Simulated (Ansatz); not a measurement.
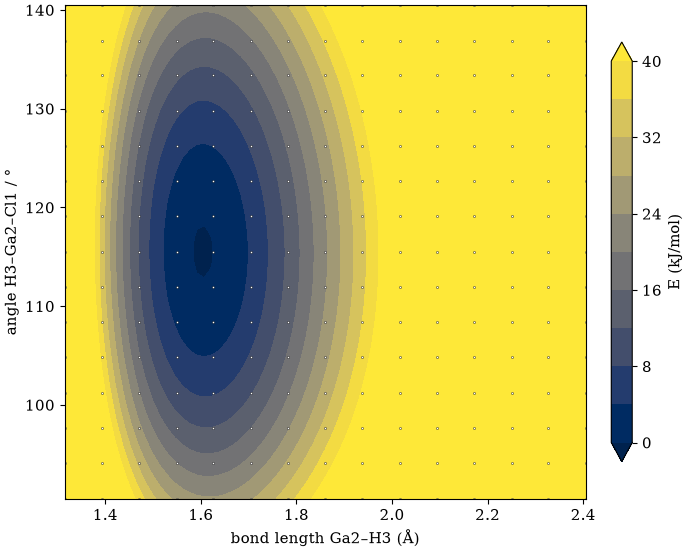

ClGaH, SMILES [Cl][GaH], spin multiplicity 2. Coordinates scanned: (1) bond length Ga2–H3; (2) angle H3–Ga2–Cl1. Nothing is relaxed (all other coordinates rigid). The grid has 15 × 15 points. Points are written as (first, second). Energies are in kJ/mol, from the lowest grid point. Method: UKS PBE0-D4/def2-TZVP (Ansatz).

In the figure: filled contours, dots at the grid points, one colour for all values above the top of the scale. Between grid points the surface is interpolated.

Where is the minimum, and how stiff is the well along each coordinate?

The interpolated minimum is at bond length Ga2–H3 ≈ 1.604 Å, angle H3–Ga2–Cl1 ≈ 115.5°. The curvatures there are about 11 eV/Å² and 2.5 eV/rad², with a cross term of about 0 eV/(Å·rad). Round the minimum the two coordinates are nearly uncoupled. (1 eV is 96.5 kJ/mol.)
